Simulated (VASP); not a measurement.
Band structure of VSi (relaxed from the rock salt structure, space group Fm-3m). Level of theory: r2SCAN meta-GGA, VASP's PBE PAW potentials (set 64) (plane waves; VASP).

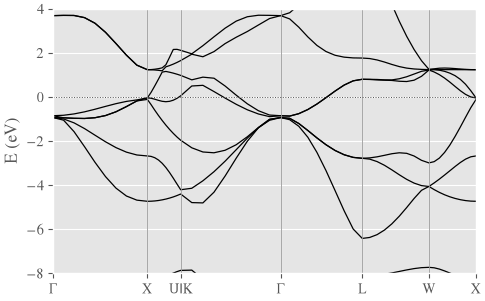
Bands along high-symmetry lines, zero at the valence-band maximum or, without a gap, the Fermi level

**Question.** Read the plot: is there a gap, and where are the band edges?

**Answer.** It has no gap at this level: it comes out as a metal or semimetal.

The structure was generated: VSi was put into the rock salt type (Fm-3m), which need not be its known phase. It was relaxed first, which changed the volume by -38 %. The run is not spin-polarised, so no magnetic state was tried. The electron count is odd and the run is not spin-polarised, which forces a metal.
